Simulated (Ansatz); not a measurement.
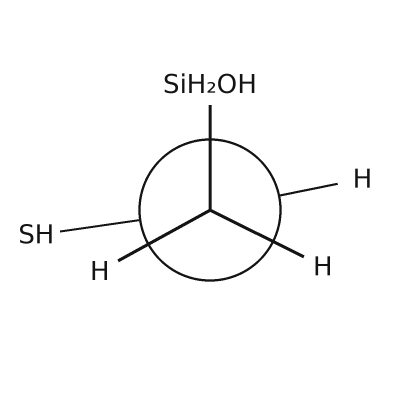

A Newman projection along the C–B bond, carbon in front; angles are drawn as computed, but eclipsed bonds slightly apart. The computed structure is the end point of a PBE0-D4/def2-TZVP optimisation. No frequency run is at hand to confirm it as a minimum.

Which molecule is it?

Answer. CH7BOSSi, O[SiH2]CBS

What is the torsion angle from the front SiH2OH to the back SH? The sign is positive where the front bond must turn clockwise to cover the back bond.

Answer. −98°, about perpendicular.
